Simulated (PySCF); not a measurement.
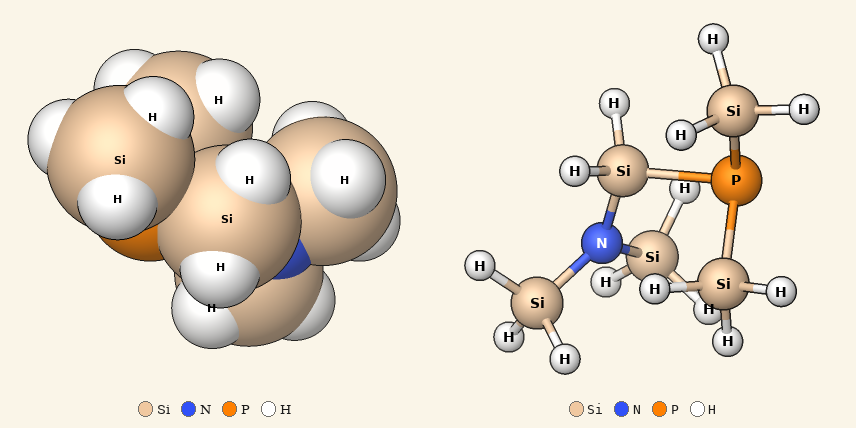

The same structure drawn twice, from different directions.

Identify the structure.

Formula H14NPSi5. Its SMILES string is `[SiH3]N([SiH3])[SiH2]P([SiH3])[SiH3]`. It has no ring. Among its groups: Si–H bond, Si–N bond. This geometry has C1 symmetry. Coordination: 5 Si tetrahedral; 1 N trigonal planar; 1 P trigonal pyramidal.

The parts below concern this one geometry. Atoms keep their numbers from picture to picture. The computed structure is the end point of a PBE0-D3(BJ)/def2-SVP optimisation. No frequency run is at hand to confirm it as a minimum.

### Electronic properties

No frequency run is at hand to confirm it as a minimum. Method: BHandHLYP/aug-pcX-1 (pcseg-1 on H) (def2-SVPD on Si) (def2-SVPD on P), gas phase (PySCF 2.14.0).

Predict the main results.

- dipole moment: 0.53 D
- HOMO energy (Kohn–Sham orbital): −8.17 eV
- LUMO energy (Kohn–Sham orbital): 0.22 eV
- HOMO–LUMO gap: 8.39 eV

### Bond orders

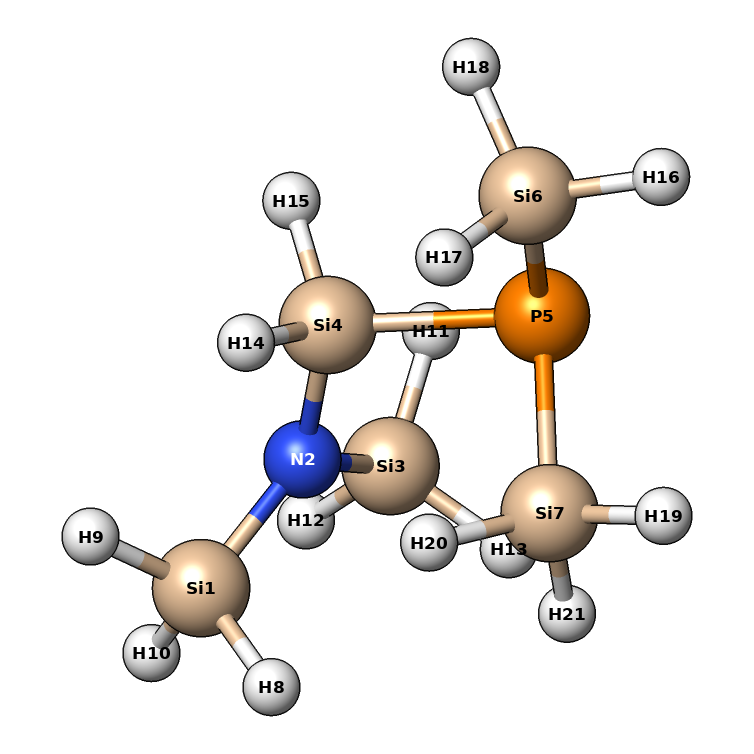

Every bond is drawn as one stick. No frequency run is at hand to confirm it as a minimum. Level of theory: PBE0/pcSseg-1 in methanol (IEF-PCM) (PySCF 2.14.0).

List the Mayer bond orders of Si1–N2, N2–Si3, N2–Si4, Si4–P5, P5–Si6, P5–Si7 (bonds between heavy atoms, one of each equivalent set).

| bond | Mayer order | length (Å) |
| --- | --- | --- |
| Si1–N2 | 0.88 | 1.758 |
| N2–Si3 | 0.86 | 1.762 |
| N2–Si4 | 0.86 | 1.753 |
| Si4–P5 | 0.90 | 2.259 |
| P5–Si6 | 0.89 | 2.256 |
| P5–Si7 | 0.87 | 2.259 |

### NMR shielding

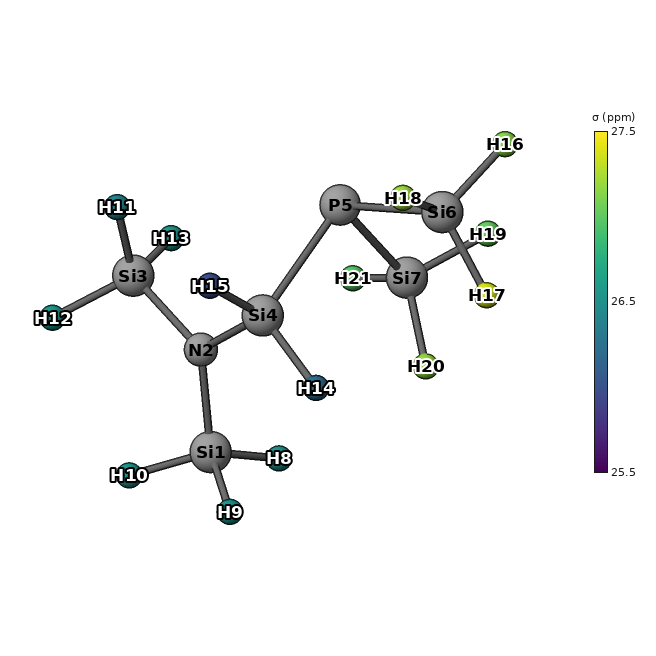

Atoms are coloured by their isotropic NMR shieldings (H only, the others grey). No frequency run is at hand to confirm it as a minimum. Level of theory: GIAO PBE0/pcSseg-1 NMR shielding, non-relativistic, IEF-PCM water (PySCF 2.14.0).

Give the isotropic NMR shieldings of the H atoms atom by atom.

```tsv
atom	σ (ppm)
H8	26.50
H9	26.52
H10	26.53
H11	26.38
H12	26.55
H13	26.55
H14	26.21
H15	25.98
H16	27.14
H17	27.36
H18	27.20
H19	27.03
H20	27.18
H21	26.98
```
